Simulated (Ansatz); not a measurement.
# NH3 (ammonia) at CCSD(T)/def2-TZVPPD

What is the vertical singlet–triplet gap of NH3 (ammonia) at CCSD(T)/def2-TZVPPD? 

The results are computed with Ansatz 0.2.0.

29 further runs of the same task are left out: 29 set aside as unsound or not needed.

## 1. Starting point

NH3: 4 atoms, total charge 0, spin state singlet. As SMILES, `N`. The shape is that of a PBE0-D4/def2-TZVP optimisation.

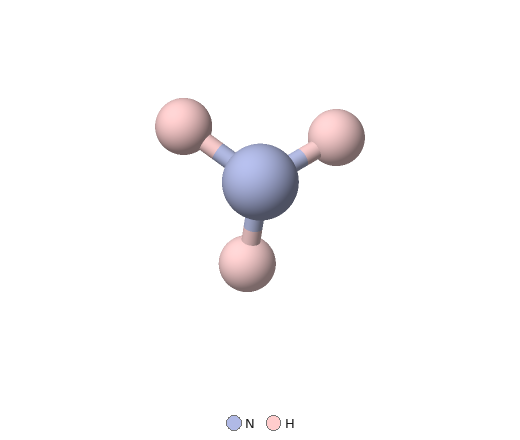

The structure, seen from a chosen angle (nitrogen light blue, hydrogen pink).

## 2. A single-point energy at CCSD(T)/def2-TZVPPD

Contents of molecule.yaml:

```yaml
basis:
  gaussian: {orbitals: def2-TZVPPD.json}
crystal:
  periodic: [false, false, false]
  atoms:
    - {symbol: "N", position_ang: [-0.069910, 0.249470, 0.110930]}
    - {symbol: H, position_ang: [0.490470, -0.301820, 0.749180]}
    - {symbol: H, position_ang: [-0.887480, -0.301940, -0.118910]}
    - {symbol: H, position_ang: [0.466920, 0.354280, -0.741200]}
scf: {omitted_lower_state_checks: [cluster_reference, increment]}
accuracy: high
correlation: {method: ccsd_t, frozen_orbitals: {H: 0, "N": 1}}
```

The basis set def2-TZVPPD is read from a file made from the Basis Set Exchange's data (not shown).

Started as:

```
ansatz run molecule.yaml --threads 1 --pin off --max-ram 3480MiB --events-out events.jsonl --progress --plain --runs-dir runs
```

The program printed (excerpt; [...] marks lines left out):

```text
Warning: RAYON_NUM_THREADS=1 ignored (pool sized by the plan → 1); use --threads N
Functional definition: HF
  name "HF"
[...]
1413 factors; integrals over basis functions are off by at most 3.1e-9 eV
[...]
mean field -1529.87708304 eV, -56.2219458139 hartree, gradient 1.5e-8 eV, S^2 0.000000; 0 other end points of the search recorded, 0 dependent functions left out
1 core orbitals not correlated: weight in the atoms' cores, before any rotation towards them, 1.000 or more for the frozen orbitals, at most 0.000 for the correlated occupied ones
reference -1529.87708304 eV, -56.2219458139 hartree; 4, 4 occupied and 83, 83 virtual orbitals, 1413 factors
second order -6.43528480 eV of doubles, -0.00000000 eV of singles
cycle   1  -6.61127116 eV  change   -1.8e-1 eV  update   4.2e-2
[...]
cycle  20  -6.76757432 eV  change   1.3e-10 eV  update  5.7e-10
perturbative correction -0.21609117 eV, -0.0079412041 hartree
Total energy: -1536.86074853 eV, -56.4785907869 hartree
Checks for a lower state left out: cluster_reference, increment
```

Run time: 5.4 s. Hardware: 1 thread of Arm Neoverse V1, shared host; peak memory 0.51 GiB.

## 3. The triplet, same level

Contents of run.yaml:

```yaml
crystal:
  periodic: [false, false, false]
  atoms:
    - symbol: "N"
      position_ang: [-0.069910, 0.249470, 0.110930]
    - symbol: H
      position_ang: [0.490470, -0.301820, 0.749180]
    - symbol: H
      position_ang: [-0.887480, -0.301940, -0.118910]
    - symbol: H
      position_ang: [0.466920, 0.354280, -0.741200]
basis:
  gaussian:
    orbitals: def2-TZVPPD.json
magnetization:
  spin_polarized: true
  initial_magnetization: 2
scf:
  omitted_lower_state_checks: [cluster_reference, increment]
correlation:
  method: ccsd_t
  frozen_orbitals: {H: 0, "N": 1}
accuracy: high
```

The basis set def2-TZVPPD is read from a file made from the Basis Set Exchange's data (not shown).

Started as:

```
ansatz run run.yaml --threads 1 --pin off --max-ram 3480MiB --events-out events.jsonl --progress --plain --runs-dir runs
```

The program printed (excerpt; [...] marks lines left out):

```text
Warning: RAYON_NUM_THREADS=1 ignored (pool sized by the plan → 1); use --threads N
Functional definition: HF
  name "HF"
[...]
1413 factors; integrals over basis functions are off by at most 3.1e-9 eV
[...]
mean field -1524.44193309 eV, -56.0222077372 hartree, gradient 2.7e-8 eV, S^2 2.006749; 0 other end points of the search recorded, 0 dependent functions left out
1 core orbitals not correlated: weight in the atoms' cores, before any rotation towards them, 1.000 or more for the frozen orbitals, at most 0.000 for the correlated occupied ones
reference -1524.44193309 eV, -56.0222077372 hartree; 5, 3 occupied and 82, 84 virtual orbitals, 1413 factors
second order -5.29116612 eV of doubles, -0.00000000 eV of singles
cycle   1  -5.64293363 eV  change   -3.5e-1 eV  update   4.6e-2
[...]
cycle  20  -5.80703018 eV  change  -5.2e-11 eV  update  6.4e-10
perturbative correction -0.17151702 eV, -0.0063031343 hartree
Total energy: -1530.42048029 eV, -56.2419152944 hartree
Checks for a lower state left out: cluster_reference, increment
```

Run time: 17 s. Hardware: 1 thread of Arm Neoverse V1, shared host; peak memory 0.95 GiB.

## 4. Results

Level: CCSD(T)/def2-TZVPPD, 1 core orbital frozen.

| quantity | value |
| --- | --- |
| singlet: total energy | -56.47859 Eh |
| singlet: correlation energy (1 core orbital frozen) | -256.6 mEh |
| singlet: (T) correction | -7.94 mEh |
| singlet: T1 diagnostic | 0.008 |
| triplet: total energy | -56.24192 Eh |
| triplet: correlation energy (1 core orbital frozen) | -219.7 mEh |
| triplet: (T) correction | -6.30 mEh |
| triplet: ⟨S²⟩ of the reference determinant | 2.007 |
| triplet: T1 diagnostic | 0.016 |
| vertical energy of the triplet above the singlet | 6.440 eV |

**Reading.** At this shape the triplet lies 6.44 eV (621 kJ/mol) above the singlet. The triples (singlet) make up 3.1 % of the correlation energy. The triples (triplet) make up 2.9 % of the correlation energy.
